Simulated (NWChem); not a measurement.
# One shape, several levels: GeSiH4F2 (SMILES F[SiH](F)[GeH3])

Wanted: a comparison of 6 runs (HF/def2-SVP, B3LYP/def2-SVP, PBE/def2-SVP, SVWN5/def2-SVP, MP2/def2-SVP, CCSD(T)/def2-SVP) of GeSiH4F2. 

The calculation is run with NWChem 7.3.0.

1 further run of the same task is left out (set aside as unsound or not needed).

**1. The system as given**

GeSiH4F2: 8 atoms, total charge 0, spin state singlet. SMILES: `F[SiH](F)[GeH3]`. The coordinates come from a PBE0-D4/def2-TZVP relaxation.

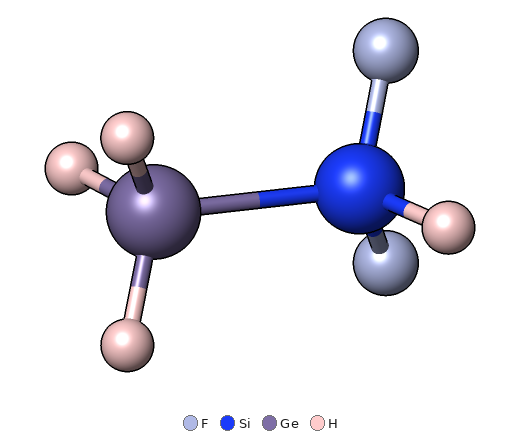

Viewed from a chosen angle; fluorine light blue, silicon blue, germanium purple, hydrogen pink.

**2. Energy and forces at HF/def2-SVP (run 1)**

Input file run.py:

```python
from ase import Atoms
from ase.calculators.nwchem import NWChem

atoms = Atoms(['F', 'Si', 'F', 'Ge', 'H', 'H', 'H', 'H'], positions=[
    [1.301800, -1.418600, 1.197400],
    [1.139900, -0.126600, 0.280900],
    [1.983100, -0.386400, -1.044700],
    [-1.151500, 0.164400, -0.281300],
    [1.776500, 1.004200, 0.994900],
    [-1.970000, 0.389600, 0.998800],
    [-1.682300, -1.076600, -1.011200],
    [-1.305500, 1.392900, -1.190400],
])

calc = NWChem(
    label='input',
    theory='scf',
    memory='2200 mb',
    basis='def2-SVP',
    basispar='spherical bse',
    scf={'nopen': '0', 'rhf': None, 'thresh': '1e-08', 'maxiter': '80'},
)
atoms.calc = calc

forces = atoms.get_forces()
e = atoms.get_potential_energy()
print(f"E = {e:.6f} eV")
print("forces (eV/A):")
for s, f in zip(atoms.symbols, forces):
    print(f"{s:2s} {f[0]:10.5f} {f[1]:10.5f} {f[2]:10.5f}")
print("dipole (e A):", atoms.get_dipole_moment().round(4))
```

Launch:

```sh
export ASE_NWCHEM_COMMAND="nwchem PREFIX.nwi > PREFIX.nwo"
python run.py
```

Standard output:

```text
E = -69800.005478 eV
forces (eV/A):
F     0.05435   -0.41904    0.24400
Si    0.03908    0.66910    0.31717
F     0.24842   -0.12192   -0.39816
Ge   -0.27562    0.04001   -0.06613
H    -0.12557   -0.16152   -0.11251
H     0.02386   -0.00792   -0.02792
H     0.02617    0.03162    0.02252
H     0.00920   -0.03039    0.02103
dipole (e A): [-0.257   0.2921  0.0565]
```

The calculator wrote input.nwi:

```
title "input"

permanent_dir input

scratch_dir input

start input

geometry units angstrom nocenter noautosym noautoz
  F  1.3018000000000001e+00 -1.4186000000000001e+00 1.1974000000000000e+00
  Si 1.1398999999999999e+00 -1.2659999999999999e-01 2.8089999999999998e-01
  F  1.9831000000000001e+00 -3.8640000000000002e-01 -1.0447000000000000e+00
  Ge -1.1515000000000000e+00 1.6439999999999999e-01 -2.8129999999999999e-01
  H  1.7765000000000000e+00 1.0042000000000000e+00 9.9490000000000001e-01
  H  -1.9700000000000000e+00 3.8960000000000000e-01 9.9880000000000002e-01
  H  -1.6822999999999999e+00 -1.0766000000000000e+00 -1.0112000000000001e+00
  H  -1.3055000000000001e+00 1.3929000000000000e+00 -1.1903999999999999e+00
end

memory 2200 mb

basis spherical bse noprint
   * library def2-SVP
end

scf
  nopen 0
  rhf
  thresh 1e-08
  maxiter 80
end

task scf gradient
```

input.nwo:

```text
Northwest Computational Chemistry Package (NWChem) 7.3.0
             --------------------------------------------------------

           Job information
           ---------------

    nwchem branch   = 7.3.0
    use scalapack   = T
    input           = input.nwi
    prefix          = input.
    data base       = input/input.db
    status          = startup
    nproc           =        1

           Memory information
           ------------------

[... 5 lines left out ...]
    hardfail = no
[... 137 lines left out ...]
         Quadratically convergent ROHF
[... 14 lines left out ...]
       Final RHF  results
[... 4 lines left out ...]
      Two-electron energy =   1365.208993214249
[... 53 lines left out ...]
                       ROHF Final Molecular Orbital Analysis
[... 242 lines left out ...]
                 ----------------------------------------
                 |  Time  |  1-e(secs)   |  2-e(secs)   |
                 ----------------------------------------
                 |  CPU   |       0.01   |       3.38   |
                 ----------------------------------------
                 |  WALL  |       0.01   |       3.38   |
                 ----------------------------------------

 Task  times  cpu:       15.0s     wall:       15.0s
 Total times  cpu:       15.0s     wall:       15.0s
```

It took 16 s on 1 thread of AMD EPYC 9R45 (Zen 5), shared host; peak memory 0.1 GiB.

**3. Energy and forces at B3LYP/def2-SVP (run 2)**

Input file f2geh4si.xyz:

```xyz
8
F2GeH4Si B3LYP
F      1.301800    -1.418600     1.197400
Si     1.139900    -0.126600     0.280900
F      1.983100    -0.386400    -1.044700
Ge    -1.151500     0.164400    -0.281300
H      1.776500     1.004200     0.994900
H     -1.970000     0.389600     0.998800
H     -1.682300    -1.076600    -1.011200
H     -1.305500     1.392900    -1.190400
```

Input file run.py:

```python
from ase.io import read
from ase.calculators.nwchem import NWChem

mol = read('f2geh4si.xyz')

calc = NWChem(
    label='f2geh4si',
    theory='dft',
    memory='2200 mb',
    basis='def2-SVP',
    basispar='spherical bse',
    dft={'xc': 'b3lyp', 'mult': '1', 'grid': 'fine', 'convergence': 'energy 1e-08', 'iterations': '100', 'mulliken': None, 'print': 'low'},
)
mol.calc = calc

forces = mol.get_forces()
e = mol.get_potential_energy()
print(f"E = {e:.6f} eV")
print("forces (eV/A):")
for s, f in zip(mol.symbols, forces):
    print(f"{s:2s} {f[0]:10.5f} {f[1]:10.5f} {f[2]:10.5f}")
```

Launch:

```sh
export ASE_NWCHEM_COMMAND="nwchem PREFIX.nwi > PREFIX.nwo"
python run.py
```

Standard output:

```text
E = -69885.647867 eV
forces (eV/A):
F     0.08202   -0.95337    0.66540
Si   -0.54585    1.02762    0.30447
F     0.58318   -0.19098   -0.98725
Ge    0.03456    0.01224    0.01543
H     0.00026    0.09385    0.04330
H    -0.07472    0.01214    0.07538
H    -0.04787   -0.07852   -0.05050
H    -0.03157    0.07698   -0.06623
```

The calculator wrote f2geh4si.nwi:

```
title "f2geh4si"

permanent_dir f2geh4si

scratch_dir f2geh4si

start f2geh4si

geometry units angstrom nocenter noautosym noautoz
  F  1.3018000000000001e+00 -1.4186000000000001e+00 1.1974000000000000e+00
  Si 1.1398999999999999e+00 -1.2659999999999999e-01 2.8089999999999998e-01
  F  1.9831000000000001e+00 -3.8640000000000002e-01 -1.0447000000000000e+00
  Ge -1.1515000000000000e+00 1.6439999999999999e-01 -2.8129999999999999e-01
  H  1.7765000000000000e+00 1.0042000000000000e+00 9.9490000000000001e-01
  H  -1.9700000000000000e+00 3.8960000000000000e-01 9.9880000000000002e-01
  H  -1.6822999999999999e+00 -1.0766000000000000e+00 -1.0112000000000001e+00
  H  -1.3055000000000001e+00 1.3929000000000000e+00 -1.1903999999999999e+00
end

memory 2200 mb

basis spherical bse noprint
   * library def2-SVP
end

dft
  xc b3lyp
  mult 1
  grid fine
  convergence energy 1e-08
  iterations 100
  mulliken
  print low
end

task dft gradient
```

f2geh4si.nwo:

```text
Northwest Computational Chemistry Package (NWChem) 7.3.0
             --------------------------------------------------------

           Job information
           ---------------

    nwchem branch   = 7.3.0
    use scalapack   = T
    input           = f2geh4si.nwi
    prefix          = f2geh4si.
    data base       = f2geh4si/f2geh4si.db
    status          = startup
    nproc           =        1

           Memory information
           ------------------

[... 5 lines left out ...]
    hardfail = no
[... 39 lines left out ...]
            Nuclear Dipole moment (a.u.)
[... 89 lines left out ...]
         Total DFT energy =    -2568.250209852543
[... 1 line left out ...]
           Coulomb energy =     1484.045844625564
[... 1 line left out ...]
 Nuclear repulsion energy =      355.505387672517
[... 29 lines left out ...]
                         DFT ENERGY GRADIENTS

    atom               coordinates                        gradient
                 x          y          z           x          y          z
   1 F       2.460045  -2.680765   2.262758   -0.001595   0.018540  -0.012940
   2 Si      2.154099  -0.239239   0.530824    0.010615  -0.019984  -0.005921
   3 F       3.747516  -0.730190  -1.974197   -0.011341   0.003714   0.019199
[... 4 lines of this table left out ...]
   8 H      -2.467037   2.632199  -2.249530    0.000614  -0.001497   0.001288

 Task  times  cpu:       15.4s     wall:       15.4s
 Total times  cpu:       15.4s     wall:       15.4s
```

Wall time 17 s (1 thread of AMD EPYC 9R45 (Zen 5), shared host); peak memory 0.13 GiB.

Runs 3 to 4 aren't shown in full; the table further down has their settings and results.

**4. Energy and gradient at MP2/def2-SVP (run 5)**

Input file geom.xyz:

```xyz
8

F      1.301800    -1.418600     1.197400
Si     1.139900    -0.126600     0.280900
F      1.983100    -0.386400    -1.044700
Ge    -1.151500     0.164400    -0.281300
H      1.776500     1.004200     0.994900
H     -1.970000     0.389600     0.998800
H     -1.682300    -1.076600    -1.011200
H     -1.305500     1.392900    -1.190400
```

Input file run.py:

```python
from ase.io import read
from ase.calculators.nwchem import NWChem

atoms = read('geom.xyz')

calc = NWChem(
    label='geom',
    theory='mp2',
    memory='2200 mb',
    basis='def2-SVP',
    basispar='spherical bse',
    scf={'nopen': '0', 'rhf': None, 'thresh': '1e-08', 'maxiter': '80', 'print': 'low'},
    mp2={'freeze': 'core 16', 'tight': None},
)
atoms.calc = calc

forces = atoms.get_forces()
e = atoms.get_potential_energy()
print(f"E = {e:.6f} eV")
print("forces (eV/A):")
for s, f in zip(atoms.symbols, forces):
    print(f"{s:2s} {f[0]:10.5f} {f[1]:10.5f} {f[2]:10.5f}")
```

Launch:

```sh
export ASE_NWCHEM_COMMAND="nwchem PREFIX.nwi > PREFIX.nwo"
python run.py
```

Standard output:

```text
E = -69819.031629 eV
forces (eV/A):
F     0.05991   -0.98633    0.72047
Si   -0.52080    1.19284    0.38803
F     0.59686   -0.16959   -1.05009
Ge   -0.14614    0.05708   -0.01887
H    -0.12655   -0.06345   -0.06767
H     0.07765   -0.03003   -0.15745
H     0.05939    0.14758    0.08572
H    -0.00026   -0.14804    0.09986
```

The calculator wrote geom.nwi:

```
title "geom"

permanent_dir geom

scratch_dir geom

start geom

geometry units angstrom nocenter noautosym noautoz
  F  1.3018000000000001e+00 -1.4186000000000001e+00 1.1974000000000000e+00
  Si 1.1398999999999999e+00 -1.2659999999999999e-01 2.8089999999999998e-01
  F  1.9831000000000001e+00 -3.8640000000000002e-01 -1.0447000000000000e+00
  Ge -1.1515000000000000e+00 1.6439999999999999e-01 -2.8129999999999999e-01
  H  1.7765000000000000e+00 1.0042000000000000e+00 9.9490000000000001e-01
  H  -1.9700000000000000e+00 3.8960000000000000e-01 9.9880000000000002e-01
  H  -1.6822999999999999e+00 -1.0766000000000000e+00 -1.0112000000000001e+00
  H  -1.3055000000000001e+00 1.3929000000000000e+00 -1.1903999999999999e+00
end

memory 2200 mb

basis spherical bse noprint
   * library def2-SVP
end

scf
  nopen 0
  rhf
  thresh 1e-08
  maxiter 80
  print low
end
mp2
  freeze core 16
  tight
end

task mp2 gradient
```

geom.nwo:

```text
Northwest Computational Chemistry Package (NWChem) 7.3.0
             --------------------------------------------------------

           Job information
           ---------------

    nwchem branch   = 7.3.0
    use scalapack   = T
    input           = geom.nwi
    prefix          = geom.
    data base       = geom/geom.db
    status          = startup
    nproc           =        1

           Memory information
           ------------------

[... 5 lines left out ...]
    hardfail = no
[... 113 lines left out ...]
       Final RHF  results
[... 3 lines left out ...]
      One-electron energy =  -4285.817290968400
[... 1 line left out ...]
 Nuclear repulsion energy =    355.505387672517
[... 85 lines left out ...]
                Dipole Moments (a.u.)
[... 109 lines left out ...]
  MP2 natural orbitals output to geom/geom.mp2nos
[... 11 lines left out ...]
                 ----------------------------------------
                 |  Time  |  1-e(secs)   |  2-e(secs)   |
                 ----------------------------------------
                 |  CPU   |       0.01   |       3.76   |
                 ----------------------------------------
                 |  WALL  |       0.01   |       3.76   |
                 ----------------------------------------
 -----------------------
 Task  times  cpu:       32.2s     wall:       32.2s
 Total times  cpu:       32.3s     wall:       32.3s
```

It took 33 s on 1 thread of AMD EPYC 9R45 (Zen 5), shared host; peak memory 0.39 GiB.

**5. A single-point energy at CCSD(T)/def2-SVP (run 6)**

Input file f2geh4si.nw:

```
echo
START f2geh4si
memory stack 880 mb heap 220 mb global 1100 mb
GEOMETRY noautosym nocenter noautoz
  F        1.301800      -1.418600       1.197400
  Si       1.139900      -0.126600       0.280900
  F        1.983100      -0.386400      -1.044700
  Ge      -1.151500       0.164400      -0.281300
  H        1.776500       1.004200       0.994900
  H       -1.970000       0.389600       0.998800
  H       -1.682300      -1.076600      -1.011200
  H       -1.305500       1.392900      -1.190400
END
BASIS "ao basis" spherical bse
  * library def2-SVP
END
SCF
  thresh 1e-08
  maxiter 80
  noprint "final vectors analysis"
END
CCSD
  freeze core 16
  maxiter 60
END
TASK ccsd(t)
```

Launch:

```sh
nwchem f2geh4si.nw > f2geh4si.out
```

Standard output:

```text
[...]
  functions       =    98
[...]
  wavefunction    = RHF
[...]
         Total SCF energy =  -2565.102910081738
      One-electron energy =  -4285.817290968645
      Two-electron energy =   1365.208993214391
 Nuclear repulsion energy =    355.505387672517
        Time for solution =     12.2s
[...]
 Total MP2 energy:          -2565.802108217076693
[...]
             energy      energy      error      ampl     ampl      Block
                                                time     time      time
[...]
 Total CCSD energy:          -2565.827834704846737
[...]
 Total CCSD+T(CCSD) energy:          -2565.844203190300050
[...]
 Total CCSD(T) energy:               -2565.842215664034939
[...]
```

Run time: 2.9 min. Hardware: 1 thread of AMD EPYC 9R45 (Zen 5), shared host; peak memory 0.34 GiB.

**6. All runs side by side**

```tsv
run	level	iteration cap	module	energy (Eh)	largest force (eV/Å)	wall time
1	HF/def2-SVP	80	scf	-2565.102910	0.742	16 s
2	B3LYP/def2-SVP	100	dft	-2568.250210	1.203	17 s
3	PBE/def2-SVP	100	dft	-2567.517068	1.567	19 s
4	SVWN5/def2-SVP	100	dft	-2562.581706	1.070	14 s
5	MP2/def2-SVP	80	mp2	-2565.802108	1.358	33 s
6	CCSD(T)/def2-SVP	80	ccsd(t)	-2565.842216	–	2.9 min
```

**7. Results**

```
                                           quantity           value
                                run 6: total energy  -2565.84222 Eh
run 6: correlation energy (16 core orbitals frozen)      -739.3 mEh
                              run 6: (T) correction      -14.38 mEh
```

In words: Below the HF energy at the same shape and in the same basis (def2-SVP): MP2 -699.2 mEh; CCSD(T) -739.3 mEh. Totals of different functionals can't be ranked against each other. All runs together took 4.5 min, the longest 2.9 min.
